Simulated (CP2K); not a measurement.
# B2H4O (boranyloxyborane), step by step

Wanted: a series of 8 runs (r2SCAN/TZVP-MOLOPT-SCAN-GTH) of B2H4O. The setting varied is the cutoff. 

Program for the calculation: CP2K 2026.2.

8 further runs of the same task are left out: 8 set aside as unsound or not needed.

## (1) Starting point

B2H4O has 7 atoms, charge 0, and is taken as a singlet. SMILES: `BOB`. Geometry: relaxed at GFN2-xTB.

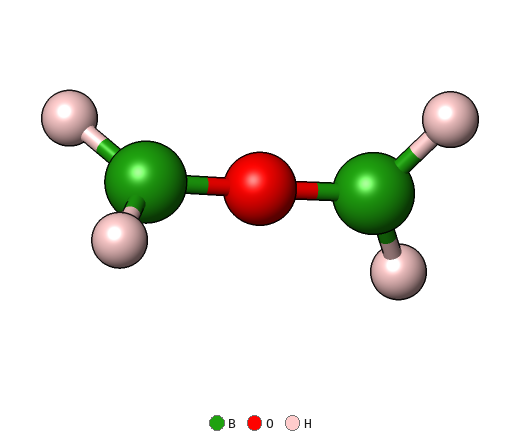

The structure, seen from a chosen angle (boron green, oxygen red, hydrogen pink).

## (2) Energy and forces at r2SCAN/TZVP-MOLOPT-SCAN-GTH (core potential) (run 1)

Input file calc.inp:

```
&GLOBAL
    PROJECT_NAME calc
    RUN_TYPE ENERGY_FORCE
    PRINT_LEVEL MEDIUM
&END GLOBAL
&FORCE_EVAL
    METHOD QUICKSTEP
    &DFT
        BASIS_SET_FILE_NAME BASIS_MOLOPT_UZH
        POTENTIAL_FILE_NAME POTENTIAL_UZH
        CHARGE 0
        MULTIPLICITY 1
        &QS
            METHOD GPW
            EPS_DEFAULT 1.0E-10
        &END QS
        &MGRID
            CUTOFF 350
            REL_CUTOFF 50
            NGRIDS 4
        &END MGRID
        ! isolated system
        &POISSON
            PERIODIC NONE
            POISSON_SOLVER WAVELET
        &END POISSON
        &SCF
            SCF_GUESS ATOMIC
            EPS_SCF 1.0E-06
            MAX_SCF 100
            ADDED_MOS 3
            &DIAGONALIZATION
                ALGORITHM STANDARD
            &END DIAGONALIZATION
            &MIXING
                METHOD DIRECT_P_MIXING
                ALPHA 0.4
            &END MIXING
        &END SCF
        &XC
            &XC_FUNCTIONAL
                &MGGA_X_R2SCAN
                &END MGGA_X_R2SCAN
                &MGGA_C_R2SCAN
                &END MGGA_C_R2SCAN
            &END XC_FUNCTIONAL
        &END XC
        &PRINT
            &MOMENTS
                PERIODIC F
                REFERENCE COM
                MAX_MOMENT 1
            &END MOMENTS
            &MO ON
                ENERGIES T
                OCCUPATION_NUMBERS T
                NDIGITS 6
                &EACH
                    QS_SCF 0
                &END EACH
                ADD_LAST NUMERIC
            &END MO
            &HIRSHFELD OFF
            &END HIRSHFELD
        &END PRINT
    &END DFT
    &SUBSYS
        ! vacuum box
        &CELL
            ABC [angstrom] 11 11 11
            PERIODIC NONE
        &END CELL
        &COORD
            SCALED T
            B    0.40732818   0.54814182   0.48293455
            O    0.50920182   0.52844091   0.53845727
            B    0.61225091   0.50878273   0.59178727
            H    0.40298545   0.53999909   0.37603545
            H    0.32012727   0.57374000   0.53995545
            H    0.67987273   0.59052455   0.60784455
            H    0.63703818   0.40947545   0.62396455
        &END COORD
        &KIND B
            BASIS_SET TZVP-MOLOPT-SCAN-GTH-q3
            POTENTIAL GTH-SCAN-q3
        &END KIND
        &KIND O
            BASIS_SET TZVP-MOLOPT-SCAN-GTH-q6
            POTENTIAL GTH-SCAN-q6
        &END KIND
        &KIND H
            BASIS_SET TZVP-MOLOPT-SCAN-GTH-q1
            POTENTIAL GTH-SCAN-q1
        &END KIND
    &END SUBSYS
    ! extra output
    &PRINT
        &FORCES ON
        &END FORCES
    &END PRINT
&END FORCE_EVAL
```

Launch:

```console
$ OMP_NUM_THREADS=2 cp2k.psmp calc.inp > calc.out
```

The program printed:

```text
CP2K| version string:                                       CP2K version 2026.2
[...]
 GLOBAL| Method name                                                        CP2K
[...]
 GLOBAL| Run type                                                   ENERGY_FORCE
[...]
 DFT| Spin restricted Kohn-Sham (RKS) calculation                            RKS
 DFT| Multiplicity                                                             1
[...]
 DFT| Charge                                                                   0
[...]
 FUNCTIONAL| MGGA_X_R2SCAN:
[...]
 FUNCTIONAL| MGGA_C_R2SCAN:
[...]
 QS| Method:                                                                 GPW
[...]
 QS| Density cutoff [a.u.]:                                                175.0
[...]
 QS| Relative density cutoff [a.u.]:                                        25.0
[...]
                             - Atoms:                                          7
[...]
                             - Spherical basis functions:                     75
[...]
 Number of electrons:                                                         16
[...]
     1 P_Mix/Diag. 0.40E+00    2.1     0.97080514       -23.5605457615 -2.36E+01
[...]
    13 DIIS/Diag.  0.37E-06    1.6     0.00000031       -24.0411199119  1.65E-09
  *** SCF run converged in    13 steps ***
[...]
  Overlap energy of the core charge distribution:               0.00000979213747
  Self energy of the core charge distribution:                -60.24193308708676
  Core Hamiltonian energy:                                     18.25099858066654
  Hartree energy:                                              25.05717163644344
  Exchange-correlation energy:                                 -7.10736683410428
  Total energy:                                               -24.04111991194359
[...]
 ENERGY| Total FORCE_EVAL ( QS ) energy [hartree]            -24.041119912002234
[...]
```

Run time: 28 s. Hardware: 2 threads of Intel Xeon 6975P-C (Granite Rapids), shared host; peak memory 0.91 GiB.

## (3) The distorted shape: energy and gradient at r2SCAN/TZVP-MOLOPT-SCAN-GTH (core potential) (run 2)

Input file gas.inp:

```
&GLOBAL
   PROJECT gas
   RUN_TYPE ENERGY_FORCE
   PRINT_LEVEL MEDIUM
&END GLOBAL

&FORCE_EVAL
   METHOD Quickstep
   &DFT
      BASIS_SET_FILE_NAME BASIS_MOLOPT_UZH
      POTENTIAL_FILE_NAME POTENTIAL_UZH
      &QS
         METHOD GPW
         EPS_DEFAULT 1.0E-10
      &END QS
      &MGRID
         CUTOFF 350
         REL_CUTOFF 50
         NGRIDS 4
      &END MGRID
      &POISSON
         PERIODIC NONE
         POISSON_SOLVER WAVELET
      &END POISSON
      &SCF
         SCF_GUESS ATOMIC
         EPS_SCF 1.0E-06
         MAX_SCF 100
         ADDED_MOS 3
         &DIAGONALIZATION
            ALGORITHM STANDARD
         &END DIAGONALIZATION
         &MIXING
            METHOD DIRECT_P_MIXING
            ALPHA 0.4
         &END MIXING
      &END SCF
      &XC
         &XC_FUNCTIONAL
            &MGGA_X_R2SCAN
            &END MGGA_X_R2SCAN
            &MGGA_C_R2SCAN
            &END MGGA_C_R2SCAN
         &END XC_FUNCTIONAL
      &END XC
      &PRINT
         &MOMENTS
            PERIODIC F
            REFERENCE COM
            MAX_MOMENT 1
         &END MOMENTS
         &MO ON
            ENERGIES T
            OCCUPATION_NUMBERS T
            NDIGITS 6
            &EACH
               QS_SCF 0
            &END EACH
            ADD_LAST NUMERIC
         &END MO
         &HIRSHFELD OFF
         &END HIRSHFELD
      &END PRINT
   &END DFT
   &SUBSYS
      &CELL
         ABC 11 11 11
         PERIODIC NONE
      &END CELL
      &COORD
         SCALED T
         B    0.40732818   0.55310545   0.48132623
         O    0.50920182   0.53340455   0.53684895
         B    0.61225091   0.51374636   0.59017895
         H    0.40298545   0.54496273   0.37442714
         H    0.32012727   0.57870364   0.53834714
         H    0.67987273   0.59548818   0.60623623
         H    0.63951600   0.40451182   0.62557286
      &END COORD
      &KIND B
         BASIS_SET TZVP-MOLOPT-SCAN-GTH-q3
         POTENTIAL GTH-SCAN-q3
      &END KIND
      &KIND O
         BASIS_SET TZVP-MOLOPT-SCAN-GTH-q6
         POTENTIAL GTH-SCAN-q6
      &END KIND
      &KIND H
         BASIS_SET TZVP-MOLOPT-SCAN-GTH-q1
         POTENTIAL GTH-SCAN-q1
      &END KIND
   &END SUBSYS
   &PRINT
      &FORCES ON
      &END FORCES
   &END PRINT
&END FORCE_EVAL
```

Launch:

```console
$ OMP_NUM_THREADS=2 cp2k.psmp -i gas.inp -o gas.out
```

The program printed:

```text
CP2K| version string:                                       CP2K version 2026.2
[...]
 GLOBAL| Method name                                                        CP2K
[...]
 GLOBAL| Run type                                                   ENERGY_FORCE
[...]
 DFT| Spin restricted Kohn-Sham (RKS) calculation                            RKS
 DFT| Multiplicity                                                             1
[...]
 DFT| Charge                                                                   0
[...]
 FUNCTIONAL| MGGA_X_R2SCAN:
[...]
 FUNCTIONAL| MGGA_C_R2SCAN:
[...]
 QS| Method:                                                                 GPW
[...]
 QS| Density cutoff [a.u.]:                                                175.0
[...]
 QS| Relative density cutoff [a.u.]:                                        25.0
[...]
                             - Atoms:                                          7
[...]
                             - Spherical basis functions:                     75
[...]
 Number of electrons:                                                         16
[...]
     1 P_Mix/Diag. 0.40E+00    2.6     0.96892587       -23.5556507180 -2.36E+01
[...]
    13 DIIS/Diag.  0.83E-06    2.0     0.00000039       -24.0372515745  6.35E-09
  *** SCF run converged in    13 steps ***
[...]
  Overlap energy of the core charge distribution:               0.00000845364320
  Self energy of the core charge distribution:                -60.24193308708676
  Core Hamiltonian energy:                                     18.16375026805398
  Hartree energy:                                              25.11725880580762
  Exchange-correlation energy:                                 -7.07633601489021
  Total energy:                                               -24.03725157447215
[...]
 ENERGY| Total FORCE_EVAL ( QS ) energy [hartree]            -24.037251575001044
[...]
```

Run time: 31 s. Hardware: 2 threads of Intel Xeon 6975P-C (Granite Rapids), shared host; peak memory 0.91 GiB.

Runs 3 to 6 aren't shown in full; the table further down has their settings and results.

## (4) Energy and gradient at r2SCAN/TZVP-MOLOPT-SCAN-GTH (core potential) (run 7)

Input file calc.inp:

```
&GLOBAL
 PROJECT calc
 RUN_TYPE ENERGY_FORCE
 PRINT_LEVEL MEDIUM
&END GLOBAL
&FORCE_EVAL
 METHOD QS
 &DFT
  BASIS_SET_FILE_NAME BASIS_MOLOPT_UZH
  POTENTIAL_FILE_NAME POTENTIAL_UZH
  CHARGE 0
  MULTIPLICITY 1
  &QS
   METHOD GPW
   EPS_DEFAULT 1.0E-10
  &END QS
  &MGRID
   CUTOFF 800
   REL_CUTOFF 50
   NGRIDS 4
  &END MGRID
  # isolated system
  &POISSON
   PERIODIC NONE
   POISSON_SOLVER WAVELET
  &END POISSON
  # SCF settings
  &SCF
   SCF_GUESS ATOMIC
   EPS_SCF 1.0E-06
   MAX_SCF 100
   ADDED_MOS 3
   &DIAGONALIZATION
    ALGORITHM STANDARD
   &END DIAGONALIZATION
   &MIXING
    METHOD DIRECT_P_MIXING
    ALPHA 0.4
   &END MIXING
  &END SCF
  # functional
  &XC
   &XC_FUNCTIONAL
    &MGGA_X_R2SCAN
    &END MGGA_X_R2SCAN
    &MGGA_C_R2SCAN
    &END MGGA_C_R2SCAN
   &END XC_FUNCTIONAL
  &END XC
  # extra output
  &PRINT
   &MOMENTS
    PERIODIC F
    REFERENCE COM
    MAX_MOMENT 1
   &END MOMENTS
   &MO ON
    ENERGIES T
    OCCUPATION_NUMBERS T
    NDIGITS 6
    &EACH
     QS_SCF 0
    &END EACH
    ADD_LAST NUMERIC
   &END MO
   &HIRSHFELD OFF
   &END HIRSHFELD
  &END PRINT
 &END DFT
 # atoms, cell and kinds
 &SUBSYS
  # box in angstrom
  &CELL
   ABC [angstrom] 11 11 11
   PERIODIC NONE
  &END CELL
  &COORD
   SCALED T
   B    0.40732818   0.54814182   0.48293455
   O    0.50920182   0.52844091   0.53845727
   B    0.61225091   0.50878273   0.59178727
   H    0.40298545   0.53999909   0.37603545
   H    0.32012727   0.57374000   0.53995545
   H    0.67987273   0.59052455   0.60784455
   H    0.63703818   0.40947545   0.62396455
  &END COORD
  &KIND B
   BASIS_SET TZVP-MOLOPT-SCAN-GTH-q3
   POTENTIAL GTH-SCAN-q3
  &END KIND
  &KIND O
   BASIS_SET TZVP-MOLOPT-SCAN-GTH-q6
   POTENTIAL GTH-SCAN-q6
  &END KIND
  &KIND H
   BASIS_SET TZVP-MOLOPT-SCAN-GTH-q1
   POTENTIAL GTH-SCAN-q1
  &END KIND
 &END SUBSYS
 &PRINT
  &FORCES ON
  &END FORCES
 &END PRINT
&END FORCE_EVAL
```

Launch:

```console
$ OMP_NUM_THREADS=2 cp2k.psmp -i calc.inp -o calc.out
```

The program printed:

```text
CP2K| version string:                                       CP2K version 2026.2
[...]
 GLOBAL| Method name                                                        CP2K
[...]
 GLOBAL| Run type                                                   ENERGY_FORCE
[...]
 DFT| Spin restricted Kohn-Sham (RKS) calculation                            RKS
 DFT| Multiplicity                                                             1
[...]
 DFT| Charge                                                                   0
[...]
 FUNCTIONAL| MGGA_X_R2SCAN:
[...]
 FUNCTIONAL| MGGA_C_R2SCAN:
[...]
 QS| Method:                                                                 GPW
[...]
 QS| Density cutoff [a.u.]:                                                400.0
[...]
 QS| Relative density cutoff [a.u.]:                                        25.0
[...]
                             - Atoms:                                          7
[...]
                             - Spherical basis functions:                     75
[...]
 Number of electrons:                                                         16
[...]
     1 P_Mix/Diag. 0.40E+00    9.2     0.97002176       -23.5604387354 -2.36E+01
[...]
    13 DIIS/Diag.  0.49E-06    8.7     0.00000018       -24.0410448177 -3.67E-12
  *** SCF run converged in    13 steps ***
[...]
  Overlap energy of the core charge distribution:               0.00000979213747
  Self energy of the core charge distribution:                -60.24193308708676
  Core Hamiltonian energy:                                     18.23798753342199
  Hartree energy:                                              25.06786708172300
  Exchange-correlation energy:                                 -7.10497613792694
  Total energy:                                               -24.04104481773124
[...]
 ENERGY| Total FORCE_EVAL ( QS ) energy [hartree]            -24.041044817731581
[...]
```

Run time: 2.1 min. Hardware: 2 threads of Intel Xeon 6975P-C (Granite Rapids), shared host; peak memory 2.7 GiB.

## (5) The distorted shape: energy and forces at r2SCAN/TZVP-MOLOPT-SCAN-GTH (core potential) (run 8)

Input file run.inp:

```
&FORCE_EVAL
  METHOD QUICKSTEP
  &DFT
    BASIS_SET_FILE_NAME BASIS_MOLOPT_UZH
    POTENTIAL_FILE_NAME POTENTIAL_UZH
    ! Quickstep
    &QS
      METHOD GPW
      EPS_DEFAULT 1.0E-10
    &END QS
    ! plane-wave cutoff in Ry
    &MGRID
      CUTOFF 800
      REL_CUTOFF 50
      NGRIDS 4
    &END MGRID
    ! no periodic images
    &POISSON
      PERIODIC NONE
      POISSON_SOLVER WAVELET
    &END POISSON
    &SCF
      SCF_GUESS ATOMIC
      EPS_SCF 1.0E-06
      MAX_SCF 100
      ADDED_MOS 3
      &DIAGONALIZATION
        ALGORITHM STANDARD
      &END DIAGONALIZATION
      &MIXING
        METHOD DIRECT_P_MIXING
        ALPHA 0.4
      &END MIXING
    &END SCF
    &XC
      &XC_FUNCTIONAL
        &MGGA_X_R2SCAN
        &END MGGA_X_R2SCAN
        &MGGA_C_R2SCAN
        &END MGGA_C_R2SCAN
      &END XC_FUNCTIONAL
    &END XC
    &PRINT
      &MOMENTS
        PERIODIC F
        REFERENCE COM
        MAX_MOMENT 1
      &END MOMENTS
      &MO ON
        ENERGIES T
        OCCUPATION_NUMBERS T
        NDIGITS 6
        &EACH
          QS_SCF 0
        &END EACH
        ADD_LAST NUMERIC
      &END MO
      &HIRSHFELD OFF
      &END HIRSHFELD
    &END PRINT
  &END DFT
  &SUBSYS
    &CELL
      ABC 11 11 11
      PERIODIC NONE
    &END CELL
    &COORD
      SCALED T
      B    0.40732818   0.55310545   0.48132623
      O    0.50920182   0.53340455   0.53684895
      B    0.61225091   0.51374636   0.59017895
      H    0.40298545   0.54496273   0.37442714
      H    0.32012727   0.57870364   0.53834714
      H    0.67987273   0.59548818   0.60623623
      H    0.63951600   0.40451182   0.62557286
    &END COORD
    &KIND B
      BASIS_SET TZVP-MOLOPT-SCAN-GTH-q3
      POTENTIAL GTH-SCAN-q3
    &END KIND
    &KIND O
      BASIS_SET TZVP-MOLOPT-SCAN-GTH-q6
      POTENTIAL GTH-SCAN-q6
    &END KIND
    &KIND H
      BASIS_SET TZVP-MOLOPT-SCAN-GTH-q1
      POTENTIAL GTH-SCAN-q1
    &END KIND
  &END SUBSYS
  ! extra output
  &PRINT
    &FORCES ON
    &END FORCES
  &END PRINT
&END FORCE_EVAL

&GLOBAL
  PROJECT run
  RUN_TYPE ENERGY_FORCE
  PRINT_LEVEL MEDIUM
&END GLOBAL
```

Launch:

```console
$ OMP_NUM_THREADS=2 cp2k.psmp run.inp > run.out
```

The program printed:

```text
CP2K| version string:                                       CP2K version 2026.2
[...]
 GLOBAL| Method name                                                        CP2K
[...]
 GLOBAL| Run type                                                   ENERGY_FORCE
[...]
 DFT| Spin restricted Kohn-Sham (RKS) calculation                            RKS
 DFT| Multiplicity                                                             1
[...]
 DFT| Charge                                                                   0
[...]
 FUNCTIONAL| MGGA_X_R2SCAN:
[...]
 FUNCTIONAL| MGGA_C_R2SCAN:
[...]
 QS| Method:                                                                 GPW
[...]
 QS| Density cutoff [a.u.]:                                                400.0
[...]
 QS| Relative density cutoff [a.u.]:                                        25.0
[...]
                             - Atoms:                                          7
[...]
                             - Spherical basis functions:                     75
[...]
 Number of electrons:                                                         16
[...]
     1 P_Mix/Diag. 0.40E+00    9.8     0.96934144       -23.5555686747 -2.36E+01
[...]
    13 DIIS/Diag.  0.75E-06    8.7     0.00000050       -24.0372154112 -5.04E-13
  *** SCF run converged in    13 steps ***
[...]
  Overlap energy of the core charge distribution:               0.00000845364320
  Self energy of the core charge distribution:                -60.24193308708676
  Core Hamiltonian energy:                                     18.15197943716922
  Hartree energy:                                              25.12689372475050
  Exchange-correlation energy:                                 -7.07416393964760
  Total energy:                                               -24.03721541117144
[...]
 ENERGY| Total FORCE_EVAL ( QS ) energy [hartree]            -24.037215411172330
[...]
```

Run time: 2.1 min. Hardware: 2 threads of Intel Xeon 6975P-C (Granite Rapids), shared host; peak memory 2.7 GiB.

## (6) Overview of the runs

```csv
run,cutoff,partner,energy (Eh),dipole moment (D),HOMO energy (eV),LUMO energy (eV),wall time
1,350,base,-24.041120,0.01,-7.73,-1.11,28 s
2,350,B3–H7 1.30 Å,-24.037252,0.18,-7.61,-1.17,31 s
3,450,base,-24.041131,0.01,-7.74,-1.13,45 s
4,450,B3–H7 1.30 Å,-24.037260,0.18,-7.62,-1.19,48 s
5,600,base,-24.041084,0.01,-7.74,-1.13,98 s
6,600,B3–H7 1.30 Å,-24.037210,0.18,-7.62,-1.19,98 s
7,800,base,-24.041045,0.01,-7.74,-1.13,2.1 min
8,800,B3–H7 1.30 Å,-24.037215,0.18,-7.62,-1.19,2.1 min
```

Convergence of the HOMO energy of singlet B2H4O with the cutoff, against the last point:

```csv
cutoff,from the last (eV),wall time
350 Ry,+0.0120,28 s
450 Ry,+0.0017,45 s
600 Ry,+0.0001,98 s
800 Ry,+0.0000,2.1 min
```

Convergence of the LUMO energy of singlet B2H4O with the cutoff, against the last point:

```csv
cutoff,from the last (eV),wall time
350 Ry,+0.0178,28 s
450 Ry,+0.0050,45 s
600 Ry,+0.0008,98 s
800 Ry,+0.0000,2.1 min
```

## (7) Summary of results

| quantity | value |
| --- | --- |
| distorted shape, run 8: total energy | -24.03722 Eh |
| distorted shape, run 8: dipole moment | 0.18 D |
| distorted shape, run 8: HOMO energy | -7.62 eV |
| distorted shape, run 8: LUMO energy | -1.19 eV |
| distorted shape, run 8: HOMO–LUMO gap | 6.43 eV |
| distorted shape, run 8: largest force on an atom | 3.302 eV/Å |
| energy change with the B3–H7 bond stretched from 1.180 to 1.298 Å (run 1, cutoff 350) | 0.105 eV |
| energy change with the B3–H7 bond stretched from 1.180 to 1.298 Å (run 3, cutoff 450) | 0.105 eV |
| energy change with the B3–H7 bond stretched from 1.180 to 1.298 Å (run 5, cutoff 600) | 0.105 eV |
| energy change with the B3–H7 bond stretched from 1.180 to 1.298 Å (run 7, cutoff 800) | 0.104 eV |

What this shows: For the HOMO energy of singlet B2H4O to stay within 0.01 eV of the last point, 450 Ry is the first point of the series from which all later ones do (45 s against 2.1 min). For the HOMO energy of singlet B2H4O to stay within 0.001 eV of the last point, 600 Ry is the first point of the series from which all later ones do (98 s against 2.1 min). For the LUMO energy of singlet B2H4O to stay within 0.01 eV of the last point, 450 Ry is the first point of the series from which all later ones do (45 s against 2.1 min). All runs together took 10 min, the longest 2.1 min.
